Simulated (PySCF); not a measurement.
# UPBE0/STO-6G run of BSiH4 (SMILES [BH][SiH3])

What is the vertical ionisation energy of BSiH4 at UPBE0/STO-6G? The job is set up through a Python script.

The calculation is run with PySCF 2.14.0.

5 further runs of the same task are left out: 5 set aside as unsound or not needed.

**1. Starting point**

BSiH4 has 6 atoms, charge 0, and is taken as a doublet. SMILES: `[BH][SiH3]`. The shape is that of a GFN2-xTB optimisation.

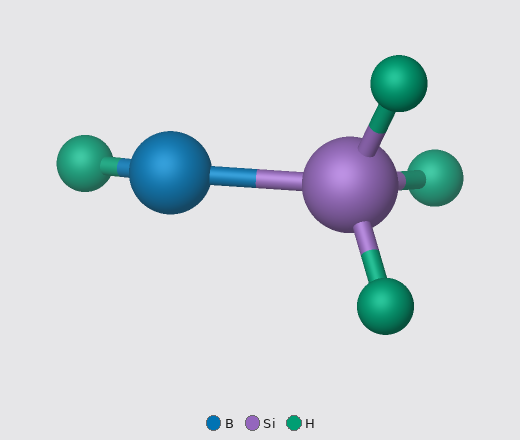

Viewed from a chosen angle; boron blue, silicon purple, hydrogen teal.

**2. A single-point energy at UPBE0/STO-6G**

File input.py:

```python
# [BH][SiH3]
from pyscf import gto, dft

molecule = gto.M(
    atom='''
B      1.773527    -1.568624     1.231005
Si    -0.507807     0.715072    -0.374752
H      2.280692    -3.630655     1.756652
H     -2.856264    -0.261576    -1.549934
H      0.742077     2.083839    -2.458269
H     -1.432223     2.661925     1.395298
''',
    max_memory=1860,
    verbose=3,
    basis='sto-6g',
    spin=1,
    unit='bohr',
    charge=0,
)

mf = dft.UKS(molecule, xc='pbe0')
mf.conv_tol = 1e-10
mf.grids.level = 5
mf.kernel()
if not mf.converged:
    mf = mf.newton().run(mf.mo_coeff, mf.mo_occ)

etot = mf.e_tot
print(f'total energy: {etot:.8f} hartree')
```

On the command line:

```sh
$ OMP_NUM_THREADS=1 python input.py
```

The log of the run:

```text
WARN: HOMO -0.0692037778443951 >= LUMO -0.0692037778443955

converged SCF energy = -315.335332600102  <S^2> = 0.75265684  2S+1 = 2.0026551
total energy: -315.33533260 hartree
```

Wall time 5.7 s (1 thread of Arm Neoverse V1, shared host); peak memory 0.2 GiB.

**3. The singlet cation at the same level**

File calc.py:

```python
from pyscf import gto, dft

mol = gto.M(
    atom='''
B      0.938510    -0.830080     0.651420
Si    -0.268720     0.378400    -0.198310
H      1.206890    -1.921260     0.929580
H     -1.511470    -0.138420    -0.820190
H      0.392690     1.102720    -1.300860
H     -0.757900     1.408630     0.738360
''',
    max_memory=1860,
    basis='sto-6g',
    verbose=3,
    charge=1,
)

calc0 = dft.RKS(mol)
calc0.xc = 'pbe0'
calc0.grids.level = 5
calc0.conv_tol = 1e-10
calc0.kernel()
if not calc0.converged:
    calc0 = calc0.newton().run(calc0.mo_coeff, calc0.mo_occ)

e_tot = calc0.e_tot
print('E(%s) = %.9f' % ('PBE0', e_tot))
```

On the command line:

```sh
$ OMP_NUM_THREADS=1 python calc.py
```

The log of the run:

```text
converged SCF energy = -315.099839712997
E(PBE0) = -315.099839713
```

Run time: 3.6 s. Hardware: 1 thread of Arm Neoverse V1, shared host; peak memory 0.2 GiB.

**4. Summary of results**

At UPBE0/STO-6G:

```
                                          quantity          value
                       doublet BSiH4: total energy  -315.33533 Eh
                      doublet BSiH4: dipole moment         0.31 D
 doublet BSiH4: HOMO energy (highest over α and β)       -3.17 eV
  doublet BSiH4: LUMO energy (lowest over α and β)        0.80 eV
                               doublet BSiH4: ⟨S²⟩          0.753
                      singlet cation: total energy  -315.09984 Eh
                       singlet cation: HOMO energy      -14.66 eV
                       singlet cation: LUMO energy       -9.18 eV
                     singlet cation: HOMO–LUMO gap        5.48 eV
vertical ionisation energy (to the singlet cation)       6.408 eV
```

The vertical ionisation energy comes to 6.41 eV (148 kcal/mol). Only the singlet of the ionised species was computed; a triplet could lie lower. In a minimal basis such a difference can be off by several eV, whatever the method. Mulliken charges (doublet BSiH4) run from -0.13 on H4 to +0.44 on Si2. Mulliken charges (singlet cation) run from -0.01 on H6 to +0.50 on Si2.
